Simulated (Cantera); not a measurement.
Charge: 1 mol SiCl4, 0.3 mol CH4, 34 mol H2, held at 0.133 bar.

Cantera equilibrium calculation (NASA polynomials, part measured and part estimated; ideal gas, pure solids and liquids). Candidate condensed phases: C, C6H6, C7H8, C8H18, Si, SiC; 109 gas species. Mutual solubility and eutectic melting of coexisting phases are not modelled. The tables' values for SiCl, SiCl3 are old estimates; treat these amounts as uncertain. Gases not in the tables: Si2H6 and higher silanes. Kinetics and transport are ignored.

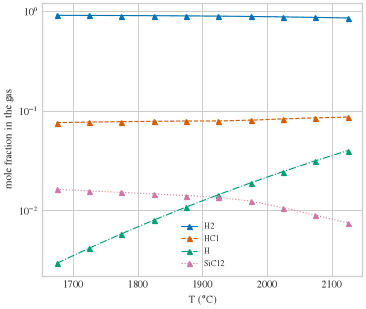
Fig. 1. Equilibrium gas composition (values under 1e-9 drawn at 1e-9)

From 1675 °C to 1925 °C the condensed part is Si(l) + SiC(s). From 1975 °C to 2125 °C the condensed part is SiC(s). The main Si-bearing gas is SiCl2 at 1675 °C and Si at 2125 °C. The share of Si in condensed phases is highest at 1775 °C (39.4 %) and lowest at 2125 °C (19.4 %).
